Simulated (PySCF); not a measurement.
Si(OH)2(NH2)2, SMILES O[Si](O)(N)N, singlet, PBE0/def2-SVP optimised geometry. Atoms within 1.6 Å of the plane z = 0.0 Å (x, y, z in Å): N1 (1.30, -0.80, 0.00), Si2 (-0.40, -0.80, 0.00), N3 (-1.00, 0.80, 0.00), O4 (-1.19, -1.44, -1.33), O5 (-0.73, -1.76, 1.33), H6 (1.85, -0.25, -0.65), H7 (1.84, -1.50, 0.49), H8 (-0.69, 1.50, 0.66), H9 (-1.85, 1.06, -0.49), H10 (-0.98, -2.36, -1.51), H11 (-1.66, -1.91, 1.49).

Calculation: PBE0/def2-TZVP (PySCF). Cells within 0.4 Å of a nucleus heavier than hydrogen are left out (blank, or x).

Map of the electron localisation function on the plane z = 0.0 Å:

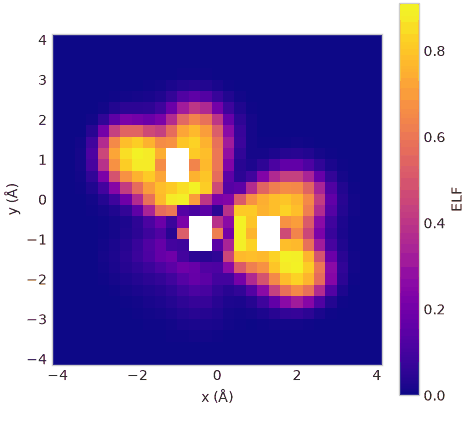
Figure. Electron localisation function on the plane z = 0.0 Å.
